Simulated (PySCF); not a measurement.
## Run report: GeBOF5, core-level calculation

- system: GeBOF5
- method: delta-SCF UKS SCAN, pcX-2 on the ionised atom, pcseg-1 elsewhere, spin-free X2C (PySCF 2.14.0)

Figures and captions count atoms from 1; the log counts them from 0 in places.

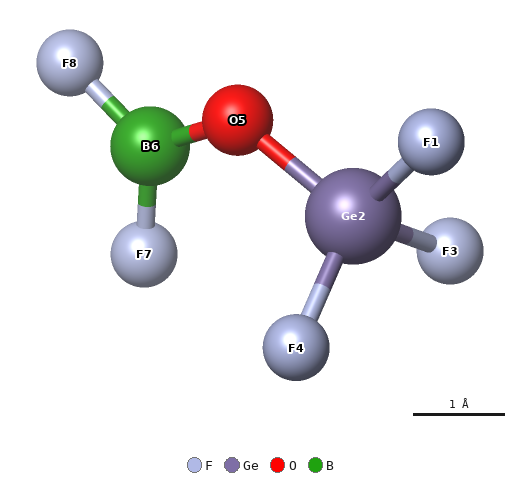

**Figure 1.** The input geometry (ball-and-stick view, seen at a tilt; atoms are numbered from 1 in the order of the input). Sticks mark near contacts. Bond lengths as drawn: B–F 1.31 to 1.32 Å, B–O 1.36 Å, F–Ge 1.70 Å and Ge–O 1.74 Å.

**Summary**

- outcome: converged
- hardware: 1 CPU thread, shared host
- wall time: 25 s
- peak memory: 0.57 GiB

**Input file**
```
{"job": {"kind": "xps", "holes": 5}, "charge": 0, "multiplicity": 1}
F     -1.603779     1.809270    -1.094578
Ge    -0.845143     0.318127    -0.804546
F     -2.033354    -0.851951    -0.465678
F      0.003373    -0.151860    -2.202248
O      0.228338     0.528870     0.550059
B      1.079884    -0.390128     1.067406
F      1.182456    -1.598008     0.542748
F      1.816295    -0.077193     2.105079
```

The first line tells a small driver script what to run in PySCF; the rest is the geometry in Å.

Run as:
```bash
OMP_NUM_THREADS=1 python <driver script> task.json out
```

**Log**
```
ground state, core basis on atom 0 (F), 156 functions
  cycle   1  E = -2693.57795332  |g| = 1.21e+00
  cycle   2  E = -2693.04322127  |g| = 2.19e+00
  cycle   3  E = -2693.81882355  |g| = 1.65e-01
  cycle   4  E = -2693.82172014  |g| = 9.14e-02
  cycle   5  E = -2693.82284921  |g| = 1.94e-02
  cycle   6  E = -2693.82288932  |g| = 9.30e-03
  cycle   7  E = -2693.82291186  |g| = 1.50e-03
  cycle   8  E = -2693.82291152  |g| = 6.00e-04
  cycle   9  E = -2693.82291275  |g| = 2.19e-04
  E(ground) = -2693.93788724 Eh
hole in F 1s of atom 0
  cycle   1  E = -2667.42843345  |g| = 2.58e+00
[... 9 cycles left out ...]
  E(ion) = -2668.45028963 Eh   <S^2> = 0.7570   hole on atom = 1.000   binding energy = 693.553 eV
ground state, core basis on atom 4 (O), 156 functions
[... 7 cycles left out ...]
  E(ground) = -2693.92205828 Eh
hole in O 1s of atom 4
[... 10 cycles left out ...]
  E(ion) = -2674.06106252 Eh   <S^2> = 0.7618   hole on atom = 1.000   binding energy = 540.445 eV
ground state, core basis on atom 5 (B), 156 functions
[... 7 cycles left out ...]
  E(ground) = -2693.89695876 Eh
hole in B 1s of atom 5
[... 12 cycles left out ...]
  E(ion) = -2686.48998854 Eh   <S^2> = 0.7677   hole on atom = 1.000   binding energy = 201.554 eV
ground state, core basis on atom 6 (F), 156 functions
[... 6 cycles left out ...]
  E(ground) = -2693.93692157 Eh
hole in F 1s of atom 6
[... 10 cycles left out ...]
  E(ion) = -2668.41307076 Eh   <S^2> = 0.7565   hole on atom = 1.000   binding energy = 694.539 eV
ground state, core basis on atom 7 (F), 156 functions
[... 7 cycles left out ...]
  E(ground) = -2693.93722209 Eh
hole in F 1s of atom 7
  cycle   1  E = -2667.42334097  |g| = 2.58e+00
  cycle   2  E = -2667.45361378  |g| = 2.07e+00
  cycle   3  E = -2668.25168406  |g| = 3.82e-01
  cycle   4  E = -2668.25589873  |g| = 3.36e-01
  cycle   5  E = -2668.29295567  |g| = 2.59e-02
  cycle   6  E = -2668.29303207  |g| = 2.11e-02
  cycle   7  E = -2668.29316556  |g| = 5.20e-03
  cycle   8  E = -2668.29317579  |g| = 2.42e-03
  cycle   9  E = -2668.29317565  |g| = 9.67e-04
  cycle  10  E = -2668.29317574  |g| = 1.23e-04
  E(ion) = -2668.41691401 Eh   <S^2> = 0.7562   hole on atom = 1.000   binding energy = 694.443 eV
```

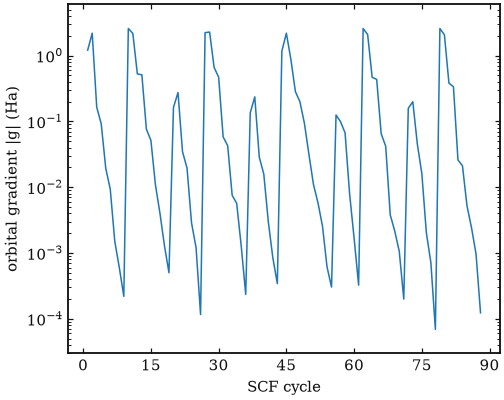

**Figure 2.** Convergence of the self-consistent field: orbital gradient |g| against the SCF cycle. All cycles printed in the log are drawn one after another.

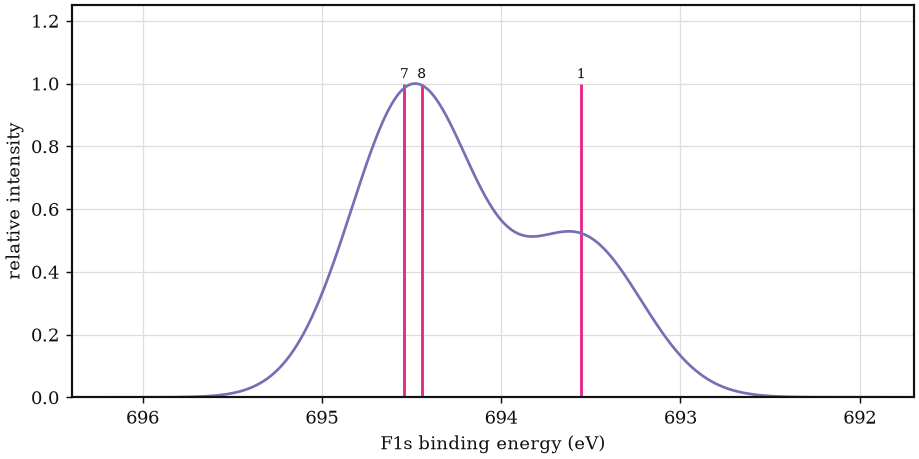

**Figure 3.** F1s binding energies by ΔSCF of the atoms computed, labelled by atom number, with a Gaussian envelope of 0.8 eV full width. They run from 693.55 eV (atom 1) to 694.54 eV (atom 7).
